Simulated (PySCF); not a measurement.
# C5H5F2O+: a tour of settings, part 2 of 2

PySCF 2.14.0. Atoms count from 0. The steps go on from the part before.

## 5. Nuclear shieldings: PBE0/MINI

What the job is given:

```
{"job": {"kind": "nmr", "xc": "PBE0", "basis": "MINI", "pop": false, "scf": {"aux": "def2-universal-jkfit", "level_shift": 0.3}}, "charge": 1, "multiplicity": 1}
C     -2.505943    -0.101297     0.216174
C     -1.137638    -0.157295    -0.202185
C     -0.169407    -0.456009    -1.142942
C      0.220713     0.058884     0.080256
O      1.125650     0.452980     0.892784
C      2.477315     0.386469     0.463392
F      2.613266     1.118699    -0.636181
F      2.763790    -0.872320     0.150827
H     -2.658635     0.629712     1.009476
H     -3.168158     0.083778    -0.630925
H     -2.783915    -1.083505     0.616641
H      0.101619    -0.816000    -2.112837
H      3.116954     0.756390     1.277790
```

With the program's defaults for keys left out, this is: GIAO PBE0/MINI NMR shielding, non-relativistic, gas phase.

Standard output:

```text
final grid: 117320 points
cycle   1  E = -463.7955045520  dE =  2.487e+00  |g| = 7.861e-01  |ddm| = 5.654e+00
cycle   2  E = -464.0094396770  dE = -2.139e-01  |g| = 3.021e-01  |ddm| = 1.740e+00
cycle   3  E = -464.0326651065  dE = -2.323e-02  |g| = 7.416e-02  |ddm| = 3.026e-01
cycle   4  E = -464.0343361482  dE = -1.671e-03  |g| = 2.633e-02  |ddm| = 1.082e-01
cycle   5  E = -464.0345376135  dE = -2.015e-04  |g| = 5.986e-03  |ddm| = 3.754e-02
cycle   6  E = -464.0345524619  dE = -1.485e-05  |g| = 1.745e-03  |ddm| = 1.112e-02
cycle   7  E = -464.0345542000  dE = -1.738e-06  |g| = 6.382e-04  |ddm| = 4.457e-03
cycle   8  E = -464.0345545246  dE = -3.246e-07  |g| = 2.462e-04  |ddm| = 1.825e-03
cycle   9  E = -464.0345545879  dE = -6.336e-08  |g| = 1.205e-04  |ddm| = 8.225e-04
cycle  10  E = -464.0345546024  dE = -1.452e-08  |g| = 5.140e-05  |ddm| = 3.747e-04
cycle  11  E = -464.0345546058  dE = -3.303e-09  |g| = 2.633e-05  |ddm| = 1.788e-04
cycle  12  E = -464.0345546066  dE = -8.166e-10  |g| = 1.379e-05  |ddm| = 8.633e-05
level shift removed, Fock matrix diagonalised once more
converged SCF energy = -464.0345546066

GIAO shielding tensors (ppm)
atom      isotropic    diamagn.    paramagn.     s11        s22        s33       span
  0 C      195.844     241.245     -45.401    171.719    200.070    215.744     44.025
  1 C       86.967     248.285    -161.318    -41.896     70.541    232.258    274.154
  2 C       87.826     253.266    -165.440    -23.527     62.146    224.859    248.386
  3 C       94.246     246.729    -152.482     20.578     57.568    204.593    184.015
  4 O      149.508     373.599    -224.091    -32.347     87.800    393.070    425.417
  5 C      123.573     235.480    -111.907    113.650    122.409    134.659     21.008
  6 F      329.253     455.847    -126.595    258.538    295.142    434.078    175.540
  7 F      329.211     455.867    -126.656    258.408    295.001    434.225    175.818
  8 H       26.145      23.600       2.545     20.179     25.031     33.226     13.047
  9 H       26.228      24.796       1.432     20.617     24.078     33.989     13.373
 10 H       26.998      23.506       3.492     21.876     23.431     35.687     13.812
 11 H       19.965      23.991      -4.026     18.933     19.512     21.451      2.518
 12 H       21.871      22.700      -0.829     17.222     19.076     29.315     12.093
```

Run time: 2.5 s. Hardware: 1 thread of AMD EPYC 9R45, shared host; peak memory 0.52 GiB.

In short: δ C1 139.8, C2 138.9, C3 132.5, C5 103.2, H11 10.76, H12 8.85 ppm.

## 6. Shielding tensors: KT2/pcseg-1

The job, as its differences from that of step 5:

```diff
@@ -1,2 +1,2 @@
-{"job": {"kind": "nmr", "xc": "PBE0", "basis": "MINI", "pop": false, "scf": {"aux": "def2-universal-jkfit", "level_shift": 0.3}}, "charge": 1, "multiplicity": 1}
+{"job": {"kind": "nmr", "xc": "KT2", "basis": "pcseg-1", "pop": true, "scf": {"aux": "def2-qzvpp-jkfit"}}, "charge": 1, "multiplicity": 1}
 C     -2.505943    -0.101297     0.216174
```

With the program's defaults for keys left out, this is: GIAO KT2/pcseg-1 NMR shielding, non-relativistic, gas phase.

Standard output:

```text
final grid: 117320 points
cycle   1  E = -474.9326015860  dE =  1.739e+00  |g| = 8.983e-01  |ddm| = 3.798e+00
cycle   2  E = -474.5979196492  dE =  3.347e-01  |g| = 1.649e+00  |ddm| = 1.885e+00
cycle   3  E = -475.0790533306  dE = -4.811e-01  |g| = 1.023e-01  |ddm| = 1.177e+00
cycle   4  E = -475.0802587756  dE = -1.205e-03  |g| = 7.290e-02  |ddm| = 1.626e-01
cycle   5  E = -475.0813400145  dE = -1.081e-03  |g| = 2.820e-02  |ddm| = 9.255e-02
cycle   6  E = -475.0815039306  dE = -1.639e-04  |g| = 5.186e-03  |ddm| = 2.978e-02
cycle   7  E = -475.0815097008  dE = -5.770e-06  |g| = 8.664e-04  |ddm| = 5.127e-03
cycle   8  E = -475.0815098304  dE = -1.296e-07  |g| = 5.395e-04  |ddm| = 1.472e-03
cycle   9  E = -475.0815099053  dE = -7.489e-08  |g| = 6.590e-05  |ddm| = 5.854e-04
cycle  10  E = -475.0815099061  dE = -7.951e-10  |g| = 2.806e-05  |ddm| = 7.083e-05
converged SCF energy = -475.0815099061

GIAO shielding tensors (ppm)
atom      isotropic    diamagn.    paramagn.     s11        s22        s33       span
  0 C      182.440     251.110     -68.670    159.926    189.787    197.607     37.681
  1 C       30.941     260.655    -229.714   -116.384     26.344    182.865    299.249
  2 C       50.245     256.505    -206.261    -57.036     19.845    187.925    244.960
  3 C       34.631     252.299    -217.668    -35.575    -15.006    154.475    190.049
  4 O      112.304     399.519    -287.215      6.115     56.491    274.307    268.192
  5 C       70.714     232.479    -161.765     55.911     76.552     79.678     23.767
  6 F      256.750     471.968    -215.218    171.019    273.475    325.756    154.737
  7 F      256.760     472.094    -215.335    170.845    273.649    325.785    154.940
  8 H       28.021      27.907       0.113     23.400     26.991     33.671     10.271
  9 H       28.107      25.030       3.077     23.804     26.189     34.329     10.525
 10 H       28.437      25.930       2.508     24.687     25.433     35.192     10.505
 11 H       22.894      32.469      -9.574     22.192     22.485     24.006      1.814
 12 H       24.165      24.510      -0.345     21.404     22.037     29.055      7.651
```

It took 11 s on 1 thread of AMD EPYC 9R45, shared host; peak memory 0.65 GiB.

In short: δ C1 164.1, C3 160.4, C2 144.8, C5 124.4, H11 8.89, H12 7.62 ppm.

## 7. Run by run: NMR shifts

Shifts (ppm) of some atoms, chosen among heavy atoms and hydrogens apart, means over like atoms, with basis size and wall time:

```csv
run,C1,C3,C5,H11,H12,O4,F6,functions,time
BP86/pcSseg-1,174.0,171.0,128.5,8.98,7.72,245.7,-109.5,161,24 s
PBE0/MINI,139.8,132.5,103.2,10.76,8.85,226.8,-90.3,45,2.5 s
KT2/pcseg-1,164.1,160.4,124.4,8.89,7.62,222.9,-113.9,137,11 s
```

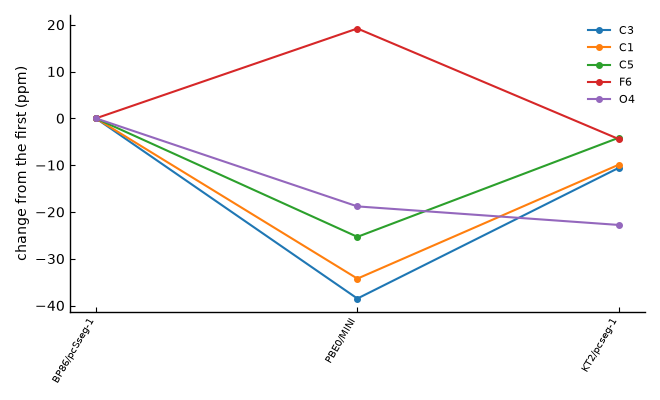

How five of the tabulated atoms move from run to run.

## 8. Outcome

This closing draws on all 2 parts.

| quantity | value |
| --- | --- |
| largest coupling of the table (BP86/6-31G) | 1J(C,F) C5–F6, -406.8 Hz |
| 13C shifts against TMS (BP86/pcSseg-1) | 174.0, 171.0, 156.5, 128.5, 14.6 ppm |
| 1H shifts against TMS (BP86/pcSseg-1, means over atoms taken as alike) | 8.98, 7.72, 3.55 ppm |
| 17O shifts against H2O (BP86/pcSseg-1) | 245.7 ppm |
| 19F shifts against CFCl3 (BP86/pcSseg-1, means over atoms taken as alike) | -109.5 ppm |
| range of the shift of C3 | 132.5 to 171.0 ppm |
| property runs in this session | 5, of which 0 failed and 2 gave unsound results |

What this shows: Single values in the summary come from the first run of each kind that ended normally (BP86/6-31G; BP86/pcSseg-1), which need not be the best level. Of the pairs tabulated at BP86/6-31G, C5–F6 (mean over like pairs) couples most strongly (-406.8 Hz; Fermi contact -381.3 Hz). Couplings across rotatable bonds belong to this one conformer; where others are populated, the observed values are averages. Density functionals describe couplings to fluorine poorly, F–F couplings above all, so those rows are rough. At BP86/pcSseg-1: The largest span, 326 ppm, is at C1, where the paramagnetic term is -253 ppm. Across the 3 runs the shift of C3 moves most, between 132.5 (PBE0/MINI) and 171.0 ppm (BP86/pcSseg-1). A minimal basis is unusable for shieldings, so that end is no result. Couplings from bases without tight functions are rough.
